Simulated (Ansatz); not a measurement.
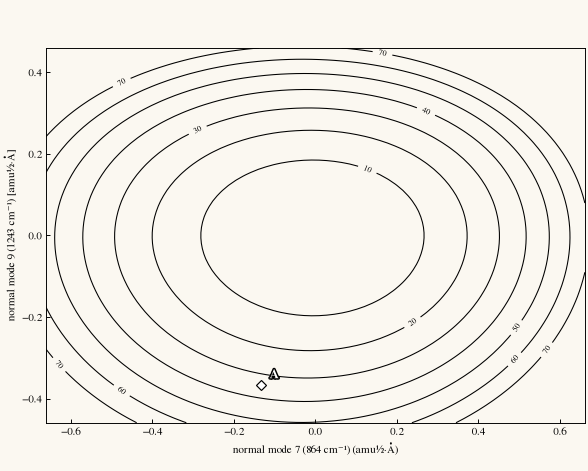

CH2F2Si, SMILES FC=[SiH]F. 
- First axis: normal mode 7 (864 cm⁻¹). Second axis: normal mode 9 (1243 cm⁻¹).
- Nothing is relaxed (straight displacements along the two mass-weighted modes).
- The scan uses an 11 × 11 grid.
- Points are written as (first, second).
- All energies are given in kJ/mol relative to the lowest grid point.
- Computed with RKS BHLYP-D4/def2-TZVP (Ansatz).

In the figure: contour lines labelled in kJ/mol (none above 70), the point A. Between grid points the surface is interpolated.

Q: Is A at rest? If not, where is it pushed?

A: A, at (−0.132 amu½·Å, −0.368 amu½·Å), is not a stationary point. The computed force is 28 kJ/mol for each amu½·Å towards larger values of normal mode 7 (864 cm⁻¹) and 166 kJ/mol for each amu½·Å towards larger values of normal mode 9 (1243 cm⁻¹).
